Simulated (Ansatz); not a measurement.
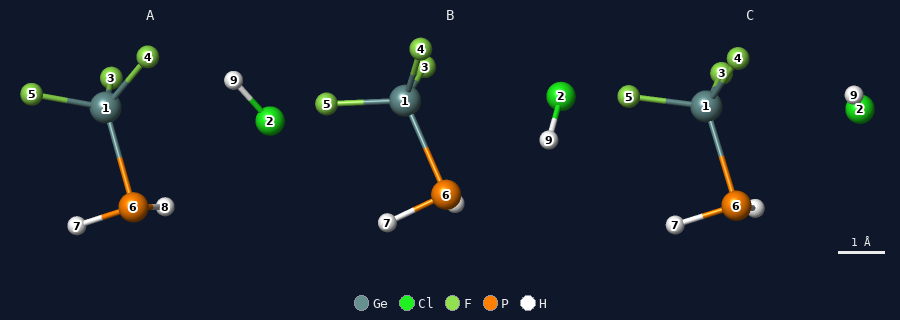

3 geometries from one relaxation of GePH3ClF3, in shuffled order. A ball-and-stick model, seen face on.

The run prepares an end point of a later path (reaction) calculation, from a guessed geometry.

Level of theory: Ansatz, RKS PBE0/def2-SVP. Settings: no spin polarisation; force threshold 0.03 eV/Å; at most 50 steps.

Order the frames from highest to lowest energy.

Answer. B, C, A. They are steps 0, 12, 22, at +19.6 kJ/mol, +8.50 kJ/mol relative to the last. The atom that moves furthest after the best rigid fit is H9 (1.35 Å). By element the largest moves are H 1.35 Å, Cl 0.68 Å, F 0.67 Å, P 0.39 Å, Ge 0.15 Å. Among the contacts that change: Ge1–Cl2 3.422 → 3.643 Å, Cl2–H9 1.332 → 1.295 Å, Ge1–F4 1.717 → 1.739 Å, Ge1–P6 2.278 → 2.288 Å. Bond angles that change, for instance: F3–Ge1–F4 106.9° → 103.5°, Ge1–P6–H7 92.0° → 89.4°. Groups turn about Ge1–P6 by about 40°. The energy falls by 19.6 kJ/mol in 19 accepted moves (22 points after the start). The largest force component goes from 1.1 to 0.016 eV/Å. The line search rejected the trial steps at points 3, 7, 20 of the run. The run took 61 s on 4 threads of Arm Neoverse V1, on a shared host, peak memory 0.36 GiB.

Limits of the set-up: the start holds two separate molecules, 2.6 Å apart at their closest, whose relative position is a soft coordinate and is computed without a dispersion correction.
